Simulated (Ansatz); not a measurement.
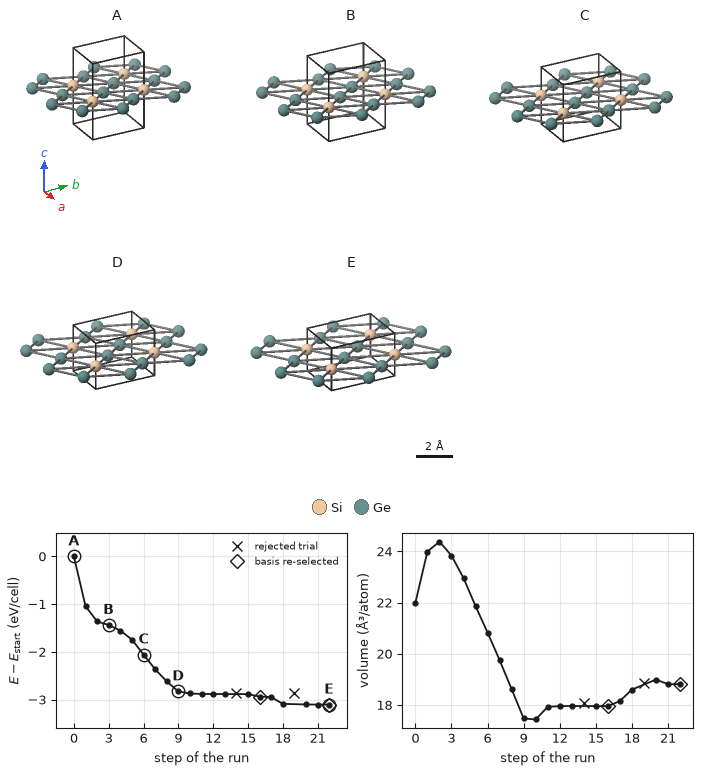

Frames of a relaxation of crystalline SiGe$_{2}$ (a generated structure, set up in P6/mmm) (coarse preliminary run), marked on the history of the run. Style: ball-and-stick. Shown: the cell of the calculation, slightly off an axis.

These are results of Ansatz 0.2.0, DFT PBE, scalar-relativistic, plane waves, PAW, not measurements. Settings: plane-wave cutoff 420 eV; k-point mesh 6 × 6 × 4; occupations gaussian; smearing width 0.1 eV; no spin polarisation; cell and atoms relaxed; force threshold 0.04 eV/Å; at most 70 steps.

> What happens along the run?

After 18 accepted moves (22 points after the start) the energy has fallen by 3.103 eV per cell of the calculation. All forces vanish by symmetry, so only the cell relaxes. Pressure: 24.66 GPa at the start and 0.01 GPa at the end. The line search rejected the trial steps at points 14, 19 of the run. At 2 points the geometry stayed and the basis and grid were re-selected for the new cell (energy shift of 52.5 meV per cell of the calculation at most each time). No atom moves by more than 0.005 Å relative to the cell. The drawn cell changes as follows: a = b 4.149 → 5.138 Å (+23.8 %), c 4.426 → 2.469 Å (−44.2 %); the volume changes by −14.4 %. Among the contacts that change: Ge–Ge 4.426 → 2.469 Å, Si–Si 4.426 → 2.469 Å, Ge–Ge 2.396 → 2.967 Å, Ge–Si 2.396 → 2.967 Å. The space group stays P6/mmm (No. 191). From step 0 to 3: volume +8.4 %, energy −1.436 eV per cell of the calculation. From step 3 to 6: volume −12.6 %, energy −0.619 eV per cell of the calculation. From step 6 to 9: volume −16.1 %, energy −0.772 eV per cell of the calculation. From step 9 to 22: volume +7.7 %, energy −0.276 eV per cell of the calculation.

```tsv
step	E − E(0), meV/atom	pressure, GPa	volume, Å³/atom	note
0	0.00	24.66	21.994	
1	-346.95	9.61	23.997	
2	-453.68	2.73	24.384	
3	-478.63	0.44	23.839	
4	-517.44	-1.23	22.962	
5	-580.18	-1.71	21.867	
6	-684.80	-2.02	20.832	
7	-787.73	-1.77	19.757	
8	-872.29	-1.17	18.623	
9	-942.30	3.40	17.476	
10	-956.46	2.84	17.438	
11	-959.93	0.11	17.932	
12	-960.43	0.05	17.956	
13	-960.74	0.02	17.964	
14	-954.45	-0.06	18.089	rejected
15	-960.87	0.00	17.958	
16	-978.38	1.53	17.958	same geometry, new basis
17	-981.83	0.84	18.155	
18	-1029.02	0.14	18.604	
19	-955.56	4.28	18.878	rejected
20	-1033.23	-0.59	18.995	
21	-1033.91	-0.03	18.817	
22	-1034.35	0.01	18.817	same geometry, new basis
```
